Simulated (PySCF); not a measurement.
SMILES C(=C)C[SiH2]C(=O)O, GFN2-xTB optimised geometry. Atoms within 1.6 Å of the plane z = 0.0 Å (x, y, z in Å): Si4 (-0.50, -1.24, -0.04), C5 (0.64, 0.30, 0.00), O6 (1.85, 0.30, 0.00), O7 (-0.07, 1.44, 0.00), H13 (-1.85, -0.77, 0.28), H14 (0.02, -2.22, 0.92), H15 (0.52, 2.22, -0.01).

Level of theory: B3LYP/def2-TZVP (PySCF 2.14.0). Cells within 0.4 Å of a nucleus heavier than hydrogen are left out (blank, or x).

Map of the electrostatic potential (hartree/e), clipped to [-0.08, 0.12] on the plane z = 0.0 Å:

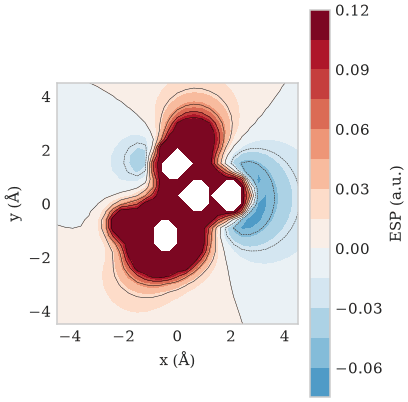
*Electrostatic potential (hartree/e), clipped to [-0.08, 0.12] on the plane z = 0.0 Å.*
